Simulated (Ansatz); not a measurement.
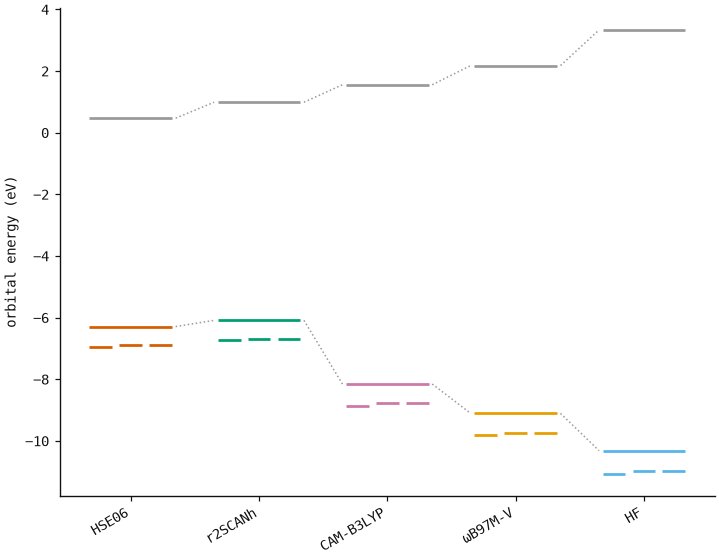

Frontier orbital energies of SiN₄H₈, SMILES N[Si](N)(N)N at one geometry, def2-TZVPP, the Ansatz code, at a PBE0-D4/def2-TZVP geometry (a minimum by its frequencies). Empty levels are grey, levels within 0.1 eV stand side by side; all columns show the same few orbitals around the gap. Dotted lines join the HOMOs and the LUMOs.

**How do the frontier levels move from column to column?**

The separation grows from 6.76 eV (HSE06) to 13.65 eV (HF).

```tsv
level	HOMO (eV)	LUMO (eV)	separation (eV)
HSE06	−6.29	0.47	6.76
r2SCANh	−6.09	0.99	7.08
CAM-B3LYP	−8.15	1.56	9.71
ωB97M-V	−9.11	2.18	11.29
HF	−10.31	3.33	13.65
```

Caveats, for all or some of the runs: empty levels above zero depend strongly on the basis.
